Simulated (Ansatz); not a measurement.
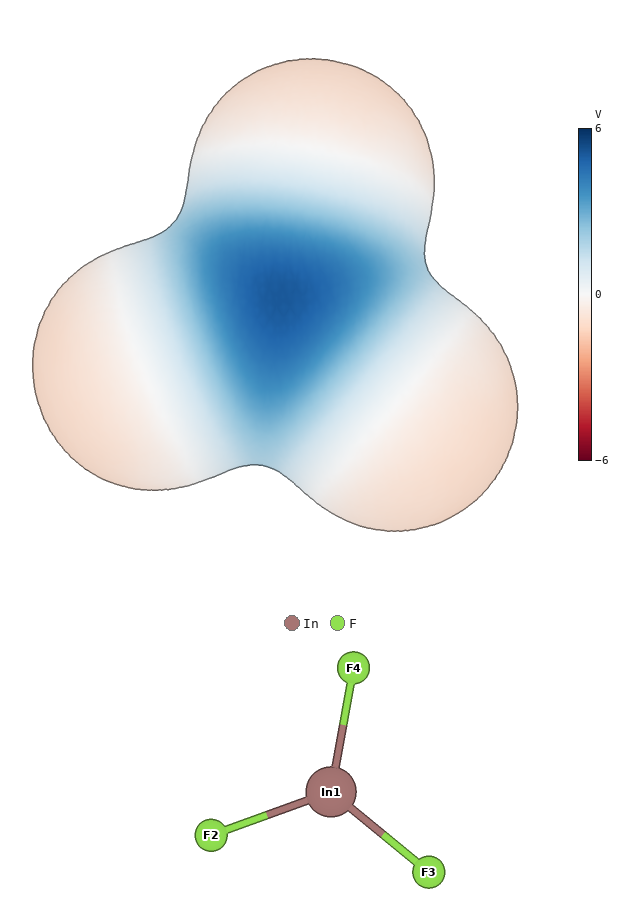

Figure 1: F$_{3}$In. The electrostatic potential painted on the density surface at 0.002 e/bohr³, seen at a tilt; the colour scale runs from red (negative) to blue (positive). The bare structure is drawn below in the same view.

Geometry: r2SCAN-D4/def2-TZVP; core potentials replace the inner electrons of In.

Computed with Ansatz, RKS PBE0-D4/def2-TZVP.

Question: Which sites attract a positive test charge, and which a negative one?

Answer: A positive charge is drawn to the negative regions and a negative charge to the positive ones. The most negative region (about −1.0 V) lies over F2, F3 and F4, the most positive (about +5.0 V) over In1.
